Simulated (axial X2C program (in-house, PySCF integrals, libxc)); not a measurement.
## SNa⁻: relativistic diatomic calculation

System: SNa⁻. The reference is closed-shell SNa⁻; the roots are vertical excitation energies. The distance is the PBE0 minimum at charge −1.
Method: EOM-EE-CCSD, two-component X2C with atomic mean-field Coulomb and Gaunt terms, S dyall-av3z, Na dyall-acv3z (cores contracted) (axial X2C program (in-house, PySCF integrals, libxc)).

### Input
```
{"zs": [16, 11], "q": -1, "bas": ["dyall-av3z", "dyall-acv3z"], "r0": 2.54, "eom": "ee", "thr": -2.0, "nmax": 88}
```

The line is the task of a batch: nuclear charges, charge, bases, a first guess of the distance and further settings. This report covers the levels named above. The log is that of the reference distance 2.41 Å.

The run was one of a batch that the task file lists, launched with:
```bash
python <driver script> task.json out
```

### Log
```
two-component X2C + atomic mean field  HF
basis functions 143  fitting functions 691  grid points 4361
iter        total energy     max residual
   1       -560.611025420     1.20e-01
   2       -560.623809921     4.87e-03
   3       -560.624316897     3.02e-03
   4       -560.624418535     2.08e-03
   5       -560.624460029     3.87e-04
   6       -560.624478721     6.28e-04
   7       -560.624482347     2.74e-04
   8       -560.624483116     2.59e-05
   9       -560.624483203     3.13e-05
  10       -560.624483267     2.07e-05
  11       -560.624483308     9.71e-06
  12       -560.624483325     6.53e-06
  13       -560.624483328     3.02e-06
  14       -560.624483328     6.88e-07
converged
one-electron -863.98156019  Coulomb 304.14114402  exact exchange -39.35391045  xc functional 0.00000000  nuclear repulsion 38.64530669  atomic mean-field constant -0.07546339
correlated 16  virtual 236  natural virtual 88  E(MP2) -0.491457801  MP2 remainder -0.088291622
iter   CCSD correlation   residual
   1     -0.405047372   1.98e-01
   2     -0.410518079   1.66e-01
   3     -0.413905228   4.71e-02
   4     -0.415154250   3.42e-02
   5     -0.415176564   2.11e-02
   6     -0.415092961   1.48e-02
   7     -0.415130254   9.53e-03
   8     -0.415162812   5.78e-03
   9     -0.415165984   3.42e-03
  10     -0.415210327   2.24e-03
  11     -0.415229312   1.34e-03
  12     -0.415239990   8.80e-04
  13     -0.415246872   5.13e-04
  14     -0.415248728   3.44e-04
  15     -0.415248972   2.15e-04
  16     -0.415249172   1.55e-04
  17     -0.415249582   1.32e-04
  18     -0.415249806   1.16e-04
  19     -0.415249935   8.01e-05
  20     -0.415250291   6.22e-05
  21     -0.415250355   4.72e-05
  22     -0.415250349   3.58e-05
  23     -0.415250320   2.48e-05
  24     -0.415250235   1.77e-05
  25     -0.415250195   1.16e-05
  26     -0.415250176   8.56e-06
(T) -0.013980615230091559  T1 0.0516  D1 0.1365  max T2 0.046
EOM-EE-CCSD roots
2*Omega      energy/Eh   energy/eV  one-particle weight
    0       0.02098898      0.5711      0.910
    0       0.02162991      0.5886      0.904
    0       0.02540351      0.6913      0.928
    0       0.04463775      1.2147      0.866
    0       0.04934670      1.3428      0.904
    2       0.02043881      0.5562      0.906
    2       0.02300291      0.6259      0.904
    2       0.02586873      0.7039      0.917
    2       0.04935778      1.3431      0.904
    4       0.01999186      0.5440      0.905
    4       0.04961350      1.3501      0.902
    4       0.04964966      1.3510      0.903
    6       0.04954238      1.3481      0.904
```

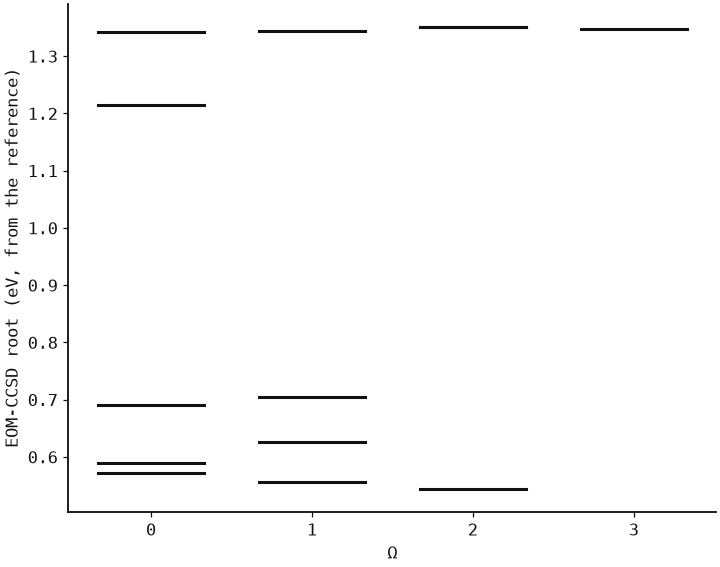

Figure 1. EOM-CCSD roots by Ω at 2.41 Å. The lowest has Ω = 2 and lies at 0.544 eV, with one-particle weight 0.90.

### Results in brief

| quantity | value |
| --- | --- |
| outcome | converged |
| HF energy of the reference SNa⁻ | −560.62448 hartree |
| MP2 energy of the reference SNa⁻ | −561.11594 hartree |
| CCSD energy of the reference SNa⁻ (with the MP2 share of the virtual spinors left out of the coupled-cluster step) | −561.12803 hartree |
| CCSD(T) energy of the reference SNa⁻ | −561.14201 hartree |
| T1 diagnostic (spinor form; for a closed shell √2 times the usual value) | 0.052 |
| hardware | 1 thread of Arm Neoverse N1, 16 GiB of memory available, shared host |
| wall time | 2.4 min |
| peak memory | 0.96 GiB |
